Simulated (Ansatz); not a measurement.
## Frequency calculation of GaH₃O

The run: frequency calculation of GaH₃O. Method and program: RKS PBE/def2-TZVP (Ansatz 0.2.0).

It belongs to a series of runs on one base structure; here: vibrations at the highest image of the band. Figures and captions count atoms from 1; the log counts them from 0 in places.

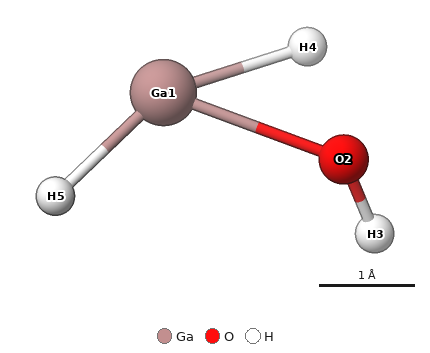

Fig. 1: The structure as given in the input (ball-and-stick view, seen at a tilt; atoms are numbered from 1 in the order of the input). Sticks mark near contacts.

## Input
```yaml
crystal:
  periodic: [false, false, false]
  atoms:
    - { symbol: Ga, position_ang: [0.221125, 0.111933, -0.463784] }
    - { symbol: O, position_ang: [0.893103, 0.181846, 1.46194] }
    - { symbol: H, position_ang: [0.651447, -0.509627, 2.111867] }
    - { symbol: H, position_ang: [1.661137, -0.159295, 0.301854] }
    - { symbol: H, position_ang: [-1.381512, 0.093743, -0.583476] }
basis:
  gaussian: { orbitals: def2-TZVP }
hamiltonian:
  xc: pbe
phonons: {}
```

Machine: 2 threads of AMD EPYC (Zen 5), 32 GiB of memory available, shared host.

Launch command:
```bash
ansatz run input.yaml --threads 2 --pin off --max-ram 3072MiB --backend cpu --events-out ev --progress --plain --runs-dir out
```

## Output
```
Engine: ansatz 0.2.0, x86_64-unknown-linux-gnu
Functional definition: PBE
  parameter kappa = 0.804
  parameter beta = 0.06672455060314922
  exchange = pbe_x(kappa = kappa, mu = beta*pi^2/3)
  correlation = pbe_c(beta = beta)
651 factors; their error is unknown
mean field evaluation 1: about -54452.3202 eV, gradient 7.8e1 eV
mean field evaluation 2: about -54276.0939 eV, gradient 2.2e2 eV
mean field evaluation 4: about -54456.9215 eV, gradient 5.0e1 eV
mean field evaluation 8: about -54462.7024 eV, gradient 5.5e-1 eV
mean field evaluation 16: about -54462.6905 eV, gradient 3.3e-3 eV
mean field -54462.69048738 eV, -2001.4669592739 hartree, gradient 1.4e-5 eV, S^2 0.000000; 0 other end points of the search recorded, 0 dependent functions left out
the calculation of the forces begins
reference -54462.69052092 eV, -2001.4669605062 hartree; 21, 21 occupied and 76, 76 virtual orbitals, 651 factors
these checks for a lower state are left out or cut short: stability, starts, cluster_reference, orbital_swaps, neighbouring_geometries, increment
651 factors; their error is unknown
mean field -54462.69042397 eV, -2001.4669569433 hartree, gradient 6.6e-7 eV, S^2 0.000000; 0 other end points of the search recorded, 0 dependent functions left out
[... from here on the field's lines of each further geometry are left out, up to the last ...]
the calculation of the forces begins
reference -54462.69051783 eV, -2001.4669603929 hartree; 21, 21 occupied and 76, 76 virtual orbitals, 651 factors
these checks for a lower state are left out or cut short: stability, starts, cluster_reference, orbital_swaps, neighbouring_geometries, increment
651 factors; their error is unknown
mean field -54462.69048419 eV, -2001.4669591566 hartree, gradient 2.8e-6 eV, S^2 0.000000; 0 other end points of the search recorded, 0 dependent functions left out
the calculation of the forces begins
reference -54462.69051773 eV, -2001.4669603890 hartree; 21, 21 occupied and 76, 76 virtual orbitals, 651 factors
WARN: phonons: modes at or below zero, which the zero-point energy, F, S and C_V leave out: 1, the lowest at -1253.26 cm⁻¹. A minimum has none, and a first-order saddle one
Total energy: -54462.69052092 eV, -2001.4669605062 hartree
Atom 0 at     0.221125     0.111933    -0.463784 Å, force    -0.000089     0.000033    -0.000038 eV/Å
Atom 1 at     0.893103     0.181846     1.461940 Å, force    -0.000106    -0.000029     0.000102 eV/Å
Atom 2 at     0.651447    -0.509627     2.111867 Å, force    -0.000007     0.000036     0.000047 eV/Å
Atom 3 at     1.661137    -0.159295     0.301854 Å, force     0.000128    -0.000033    -0.000132 eV/Å
Atom 4 at    -1.381512     0.093743    -0.583476 Å, force     0.000075    -0.000007     0.000020 eV/Å
Dipole moment:    -0.126208    -0.236789    -0.021078 e Å
Vibrations: -1253.26 335.81 416.54 439.69 598.63 830.10 1673.54 1787.15 3611.92 cm⁻¹, zero-point energy 0.600913 eV
```

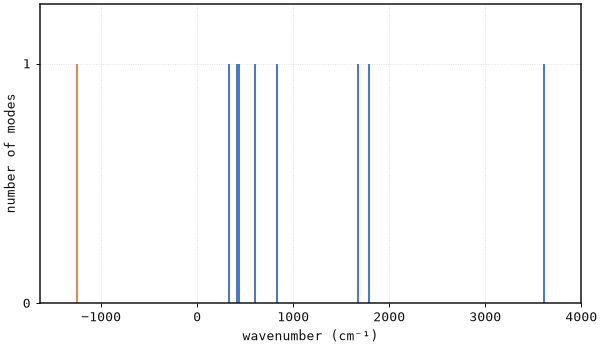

Fig. 2: Harmonic vibrational wavenumbers from the force constants; neighbouring modes closer than 22 cm⁻¹ are counted in one stick, and imaginary ones are drawn at negative wavenumbers. 9 modes from 1253i to 3612 cm⁻¹, 1 imaginary beyond 8i (1253i cm⁻¹): a first-order saddle point, if the geometry is stationary.

## Summary

- outcome: converged
- total energy: −54462.6905 eV
- mean-field energy: −54462.6905 eV
- largest force (length of the vector): under 0.001 eV/Å
- wall time: 7.9 s (CPU time 14 s)
- peak memory: 0.13 GiB
